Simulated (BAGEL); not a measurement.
# Si2PH7 (SMILES [SiH3]P[SiH3]) at HF/6-31G(d) (density fitting with qzvpp-jkfit, spherical functions)

Aim: the vertical singlet–triplet gap of Si2PH7 at HF/6-31G* (density fitting with qzvpp-jkfit, spherical functions), from 2 runs. 

The calculation is run with BAGEL 1.2.2.

3 further runs of the same task are left out: 1 that didn't finish, 2 set aside as unsound or not needed. Runs told in other sessions of the task aren't counted.

### Step 1. The molecule

Si2PH7 has 10 atoms, charge 0, and is taken as a singlet. SMILES: `[SiH3]P[SiH3]`. The shape is that of a PBE0-D4/def2-TZVP optimisation.

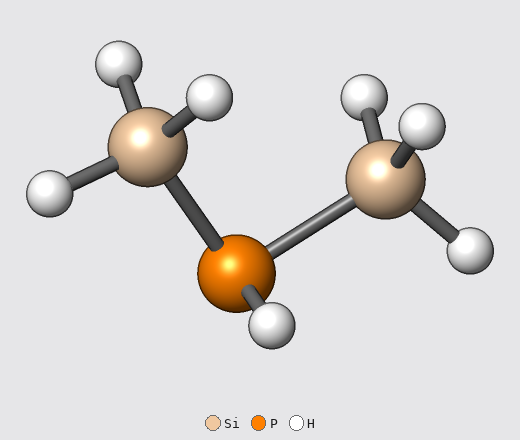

Viewed from a chosen angle; silicon light orange, phosphorus orange, hydrogen white.

### Step 2. A single-point energy at HF/6-31G(d) (density fitting with qzvpp-jkfit, spherical functions)

The input, calc.json:

```json
{ "bagel" : [

{
  "title" : "molecule",
  "basis" : "6-31gs.json",
  "df_basis" : "qzvpp-jkfit",
  "angstrom" : true,
  "geometry" : [
    { "atom" : "Si", "xyz" : [      -1.293600,       0.739000,      -0.772200 ] },
    { "atom" : "P", "xyz" : [      -0.480900,      -1.286900,      -0.226900 ] },
    { "atom" : "Si", "xyz" : [       1.218600,      -0.517700,       1.031000 ] },
    { "atom" : "H", "xyz" : [      -2.304600,       0.574000,      -1.848800 ] },
    { "atom" : "H", "xyz" : [      -0.250300,       1.695000,      -1.230100 ] },
    { "atom" : "H", "xyz" : [      -1.956000,       1.292600,       0.437500 ] },
    { "atom" : "H", "xyz" : [       0.301300,      -1.417200,      -1.407700 ] },
    { "atom" : "H", "xyz" : [       2.134200,      -1.647000,       1.338800 ] },
    { "atom" : "H", "xyz" : [       0.636600,      -0.003100,       2.298000 ] },
    { "atom" : "H", "xyz" : [       1.994800,       0.571500,       0.380300 ] }
  ]
},

{ "title" : "hf" },

{ "title" : "print", "file" : "orbitals.molden", "orbitals" : true }

]}
```

The basis set 6-31G* is read from a file made from the Basis Set Exchange's data (not shown).

Command:

```bash
$ BAGEL_NUM_THREADS=1 BAGEL calc.json > calc.out
```

What it wrote:

```text
* using 1 threads per process

  ===============================================================
  ===============================================================

  *** Geometry ***

  { "atom" : "Si", "xyz" : [     -2.444550,      1.396508,     -1.459247 ] },
  { "atom" : "P", "xyz" : [     -0.908769,     -2.431889,     -0.428779 ] },
  { "atom" : "Si", "xyz" : [      2.302820,     -0.978311,      1.948308 ] },
  { "atom" : "H", "xyz" : [     -4.355063,      1.084703,     -3.493726 ] },
  { "atom" : "H", "xyz" : [     -0.472998,      3.203086,     -2.324552 ] },
  { "atom" : "H", "xyz" : [     -3.696304,      2.442660,      0.826755 ] },
  { "atom" : "H", "xyz" : [      0.569374,     -2.678120,     -2.660167 ] },
  { "atom" : "H", "xyz" : [      4.033053,     -3.112379,      2.529965 ] },
  { "atom" : "H", "xyz" : [      1.203000,     -0.005858,      4.342591 ] },
  { "atom" : "H", "xyz" : [      3.769626,      1.079978,      0.718663 ] },

  Number of auxiliary basis functions:      510

  Since a DF basis is specified, we compute 2- and 3-index integrals:
    o Being stored without compression. Storage requirement is 0.019 GB

  Number of basis functions:       68
  Number of electrons      :       50

    * METHOD: MOLECULE                             0.19

  *** RHF ***

  === Nuclear Repulsion ===
   200.8904997527

      * DIIS with orbital gradients will be used.

  === RHF iteration (6-31gs.json) ===
      0       -922.55833265          0.00916553           0.04
      1       -922.61247637          0.00276462           0.04
      2       -922.61770698          0.00083902           0.04
      3       -922.61825811          0.00013148           0.04
      4       -922.61828113          0.00002929           0.04
      5       -922.61828235          0.00000883           0.04
      6       -922.61828246          0.00000228           0.04
      7       -922.61828247          0.00000044           0.04
      8       -922.61828247          0.00000012           0.04
      9       -922.61828247          0.00000003           0.04
     10       -922.61828247          0.00000001           0.04
    * SCF iteration converged.

    * Permanent dipole moment:
           (   -0.245188,    -0.295140,     0.135789) a.u.

    * METHOD: HF                                   0.55

    * METHOD: PRINT                                0.01

  ===============================================================
```

Wall time 0.96 s (1 thread of AMD EPYC 9R45 (Zen 5), shared host); peak memory 0.11 GiB.

### Step 3. The triplet at the same level

The input, job.json:

```json
{ "bagel" : [

{
  "title" : "molecule",
  "basis" : "6-31gs.json",
  "df_basis" : "qzvpp-jkfit",
  "angstrom" : true,
  "geometry" : [
    { "atom" : "Si", "xyz" : [      -1.293600,       0.739000,      -0.772200 ] },
    { "atom" : "P", "xyz" : [      -0.480900,      -1.286900,      -0.226900 ] },
    { "atom" : "Si", "xyz" : [       1.218600,      -0.517700,       1.031000 ] },
    { "atom" : "H", "xyz" : [      -2.304600,       0.574000,      -1.848800 ] },
    { "atom" : "H", "xyz" : [      -0.250300,       1.695000,      -1.230100 ] },
    { "atom" : "H", "xyz" : [      -1.956000,       1.292600,       0.437500 ] },
    { "atom" : "H", "xyz" : [       0.301300,      -1.417200,      -1.407700 ] },
    { "atom" : "H", "xyz" : [       2.134200,      -1.647000,       1.338800 ] },
    { "atom" : "H", "xyz" : [       0.636600,      -0.003100,       2.298000 ] },
    { "atom" : "H", "xyz" : [       1.994800,       0.571500,       0.380300 ] }
  ]
},

{ "title" : "uhf", "nopen" : 2 },

{ "title" : "print", "file" : "orbitals.molden", "orbitals" : true }

]}
```

The basis set 6-31G* is read from a file made from the Basis Set Exchange's data (not shown).

Command:

```bash
$ BAGEL_NUM_THREADS=1 BAGEL job.json > job.out
```

What it wrote:

```text
* using 1 threads per process

  ===============================================================
  ===============================================================

  *** Geometry ***

  { "atom" : "Si", "xyz" : [     -2.444550,      1.396508,     -1.459247 ] },
  { "atom" : "P", "xyz" : [     -0.908769,     -2.431889,     -0.428779 ] },
  { "atom" : "Si", "xyz" : [      2.302820,     -0.978311,      1.948308 ] },
  { "atom" : "H", "xyz" : [     -4.355063,      1.084703,     -3.493726 ] },
  { "atom" : "H", "xyz" : [     -0.472998,      3.203086,     -2.324552 ] },
  { "atom" : "H", "xyz" : [     -3.696304,      2.442660,      0.826755 ] },
  { "atom" : "H", "xyz" : [      0.569374,     -2.678120,     -2.660167 ] },
  { "atom" : "H", "xyz" : [      4.033053,     -3.112379,      2.529965 ] },
  { "atom" : "H", "xyz" : [      1.203000,     -0.005858,      4.342591 ] },
  { "atom" : "H", "xyz" : [      3.769626,      1.079978,      0.718663 ] },

  Number of auxiliary basis functions:      510

  Since a DF basis is specified, we compute 2- and 3-index integrals:
    o Being stored without compression. Storage requirement is 0.019 GB

  Number of basis functions:       68
  Number of electrons      :       50

    * METHOD: MOLECULE                             0.19

  *** Open-shell HF ***

  === Nuclear Repulsion ===
   200.8904997527

      * DIIS with orbital gradients will be used.

  === UHF iteration (6-31gs.json) ===
      0       -922.31527677          0.01713690           0.08
      1       -922.37630357          0.00552446           0.08
      2       -922.38541017          0.00214879           0.08
      3       -922.38926180          0.00107395           0.08
      4       -922.39181049          0.00084188           0.08
      5       -922.39603065          0.00081464           0.08
      6       -922.39501586          0.00082116           0.08
      7       -922.40805583          0.00110943           0.08
      8       -922.40287604          0.00080202           0.08
      9       -922.40895363          0.00065954           0.08
     10       -922.41121070          0.00051657           0.08
     11       -922.41347355          0.00019181           0.08
     12       -922.41355191          0.00023952           0.08
     13       -922.41353628          0.00010114           0.08
     14       -922.41358092          0.00009021           0.08
     15       -922.41358856          0.00003567           0.08
     16       -922.41359473          0.00001330           0.08
     17       -922.41359509          0.00000422           0.08
     18       -922.41359514          0.00000232           0.08
     19       -922.41359516          0.00000115           0.08
     20       -922.41359516          0.00000055           0.08
     21       -922.41359516          0.00000042           0.08
     22       -922.41359516          0.00000038           0.08
     23       -922.41359516          0.00000034           0.08
     24       -922.41359517          0.00000027           0.08
     25       -922.41359517          0.00000023           0.08
     26       -922.41359517          0.00000016           0.08
     27       -922.41359517          0.00000010           0.08
     28       -922.41359517          0.00000006           0.08
     29       -922.41359517          0.00000004           0.08
     30       -922.41359517          0.00000003           0.08
     31       -922.41359517          0.00000002           0.08
     32       -922.41359517          0.00000002           0.08
     33       -922.41359517          0.00000001           0.08
     34       -922.41359517          0.00000001           0.08
     35       -922.41359517          0.00000001           0.08
     36       -922.41359517          0.00000001           0.08
    * SCF iteration converged.

    * S^2 (UHF) is 2.0170

    * Permanent dipole moment:
           (   -0.001885,    -0.249616,    -0.171011) a.u.

    * METHOD: UHF                                  3.09

    * METHOD: PRINT                                0.01

  ===============================================================
```

Run time: 3.6 s. Hardware: 1 thread of AMD EPYC 9R45 (Zen 5), shared host; peak memory 0.11 GiB.

### Step 4. Outcome

At HF/6-31G* (density fitting with qzvpp-jkfit, spherical functions):

| quantity | value |
| --- | --- |
| singlet: total energy | -922.61828 Eh |
| singlet: dipole moment | 1.03 D |
| singlet: HOMO energy | -9.87 eV |
| singlet: LUMO energy | 3.20 eV |
| singlet: HOMO–LUMO gap | 13.07 eV |
| triplet: total energy | -922.41360 Eh |
| triplet: dipole moment | 0.77 D |
| triplet: ⟨S²⟩ | 2.017 |
| vertical energy of the triplet above the singlet | 5.570 eV |

At this shape the triplet lies 5.57 eV (537 kJ/mol) above the singlet.
